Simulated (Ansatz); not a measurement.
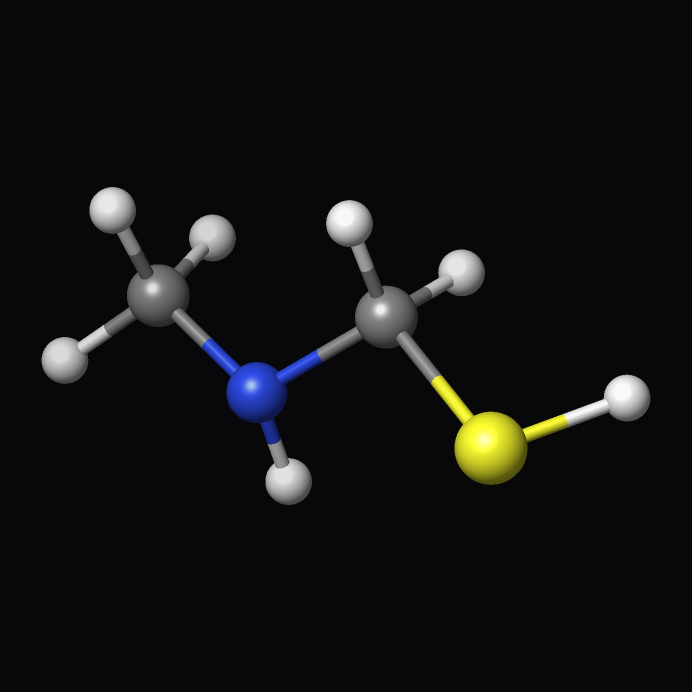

The picture shows a molecular structure as a ball-and-stick model. Every bond is drawn as one stick, whatever its order. Colours: carbon grey, nitrogen blue, sulfur yellow, hydrogen white.

> Which formula does it have?

C2H7NS, 11 atoms: 2 carbon, 7 hydrogen, 1 nitrogen and 1 sulfur.

> Name some functional groups or characteristic bonds that it holds.

Among them: secondary amine, thiol.

> Give the symmetry (Schoenflies symbol).

C1.

> How many bonds of each kind are drawn?

5 C–H, 2 C–N, 1 C–S, 1 N–H, 1 S–H.

The parts below concern this one geometry. Atoms keep their numbers from picture to picture. Computed geometry: PBE0-D4/def2-TZVP optimisation.

Geometry

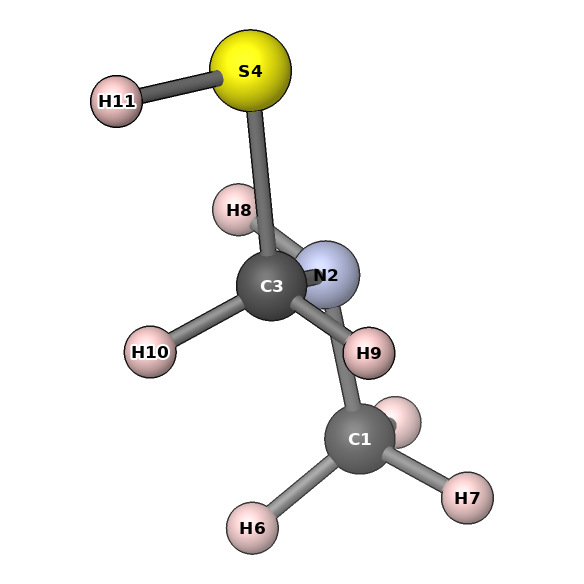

N2 lies behind C3. The molecule seen a little off the C3–N2 bond, C3 in front. Depth is shown by fading: the farther an atom, the more it takes the colour of the background.

> What is the torsion angle S4–C3–N2–C1? The sign is positive where the front bond must turn clockwise to cover the back bond.

175°, antiperiplanar (anti).

Vibrations

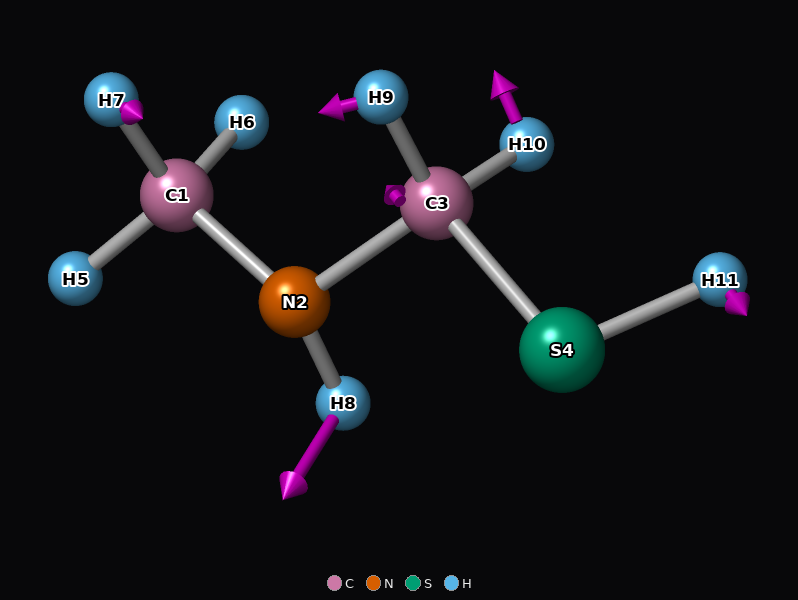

The arrows show one normal mode. Harmonic vibrations computed with RKS PBE0-D4/def2-TZVP (Ansatz 0.2.0) at a stationary point of the same level.

> Estimate its harmonic wavenumber.

806 cm⁻¹; it is mode 7 of 27 counted from the lowest.

Electronic properties

Properties computed with RKS B3LYP-D4/def2-TZVPP (Ansatz 0.2.0).

> Give the dipole moment at this level.

2.20 D.

> What is the LUMO energy (Kohn–Sham orbital)?

0.14 eV.

> Give the dispersion correction at this level.

−29.7 kJ/mol.

> Give the HOMO energy (Kohn–Sham orbital) at this level.

−6.41 eV.

Charges

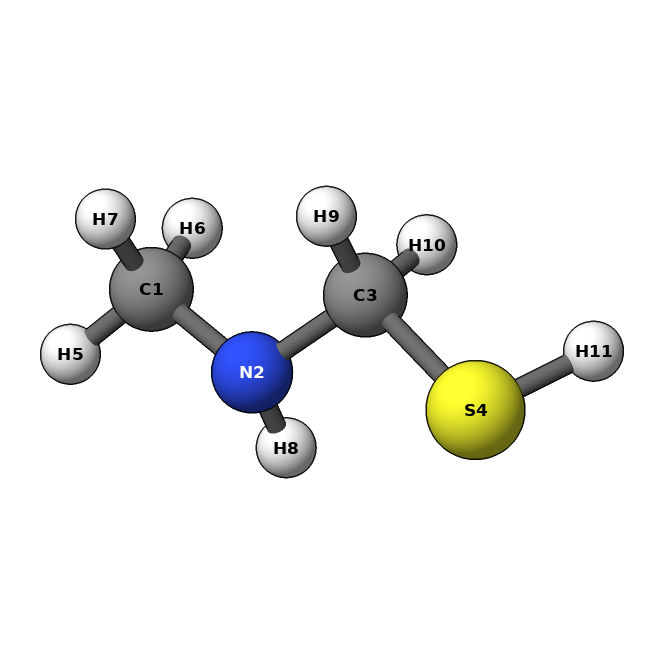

The questions are on Mulliken charges. Properties computed with RKS r2SCAN-D4/def2-TZVPP (Ansatz 0.2.0).

Give the Mulliken charges atom by atom.

| atom | value (e) |
| --- | --- |
| C1 | −0.05 |
| N2 | −0.26 |
| C3 | 0.03 |
| S4 | −0.19 |
| H5 | 0.05 |
| H6 | 0.03 |
| H7 | 0.05 |
| H8 | 0.12 |
| H9 | 0.07 |
| H10 | 0.05 |
| H11 | 0.08 |

Mulliken values depend strongly on the basis set and can even reverse the polarity of a bond.
